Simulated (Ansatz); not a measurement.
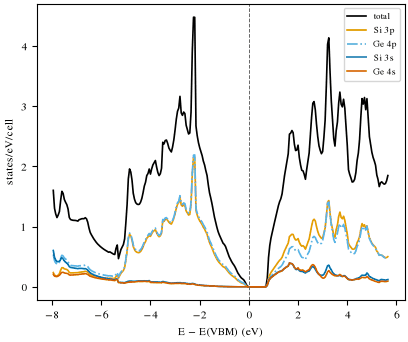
Total and projected density of states of SiGe (wurtzite, space group No. 186), r²SCAN in the plane-wave PAW code Ansatz

### Question
Which orbitals carry the states next to the gap?

### Answer
Top 1 eV of the valence band: Ge 4p 52 %, Si 3p 46 %. Bottom 1 eV of the conduction band: Si 3p 32 %, Ge 4p 23 %, Si 3s 17 %, Ge 4s 17 %, outside the projected shells 10 %. Projections are on Löwdin-orthogonalised atomic valence shells; empty p or d shells of many metals are not among them.

### Question
Where is the tallest occupied peak in this window, and what makes it?

### Answer
Near -2.2 eV, about 4.5 states/eV per cell; the largest projected share is Ge 4p.

Space group P6_3mc (wurtzite). The cell is a constructed one: a structure type filled with these elements; the Crystallography Open Database copy checked does not list it. Its standing as an ambient phase is unchecked. The cell was relaxed with r²SCAN under the symmetry of its start; whether a distortion lowers the energy is not shown. Spin–orbit coupling is left out wherever it is not named.

Potentials: the later of the program's two PAW sets.
